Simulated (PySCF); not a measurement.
```json
{"atom": "B", "x (Å)": "1.6943", "y (Å)": "0.5424", "z (Å)": "0.8959"}
{"atom": "Si", "x (Å)": "0.2825", "y (Å)": "0.3093", "z (Å)": "-0.4424"}
{"atom": "B", "x (Å)": "-1.2896", "y (Å)": "1.4287", "z (Å)": "-0.0823"}
{"atom": "C", "x (Å)": "-0.3406", "y (Å)": "-1.5555", "z (Å)": "-0.3659"}
{"atom": "F", "x (Å)": "-0.8073", "y (Å)": "-1.8305", "z (Å)": "0.8889"}
{"atom": "F", "x (Å)": "-1.4014", "y (Å)": "-1.7481", "z (Å)": "-1.2059"}
{"atom": "H", "x (Å)": "1.7679", "y (Å)": "-0.1345", "z (Å)": "1.8453"}
{"atom": "H", "x (Å)": "2.4624", "y (Å)": "1.4182", "z (Å)": "0.8020"}
{"atom": "H", "x (Å)": "0.7639", "y (Å)": "0.3329", "z (Å)": "-1.8471"}
{"atom": "H", "x (Å)": "-1.4518", "y (Å)": "2.4428", "z (Å)": "-0.6405"}
{"atom": "H", "x (Å)": "-2.0716", "y (Å)": "1.1310", "z (Å)": "0.7338"}
{"atom": "H", "x (Å)": "0.3924", "y (Å)": "-2.3375", "z (Å)": "-0.6080"}
```

Geometry: GFN2-xTB.

Theory: PySCF, B3LYP/def2-SVPD, SCF density, gas phase.

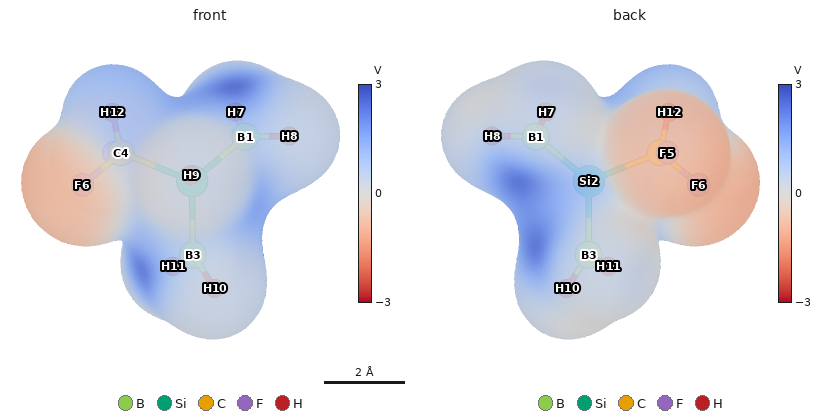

CH6B2F2Si. The molecular electrostatic potential painted on the density surface at 0.002 e/bohr³, seen from the front and from behind; red is negative and blue positive.

Q: Where is the surface potential most negative and most positive?

A: The most negative region (about −1.0 V) lies over F5 and F6, the most positive (about +2.3 V) over B1 and B3.
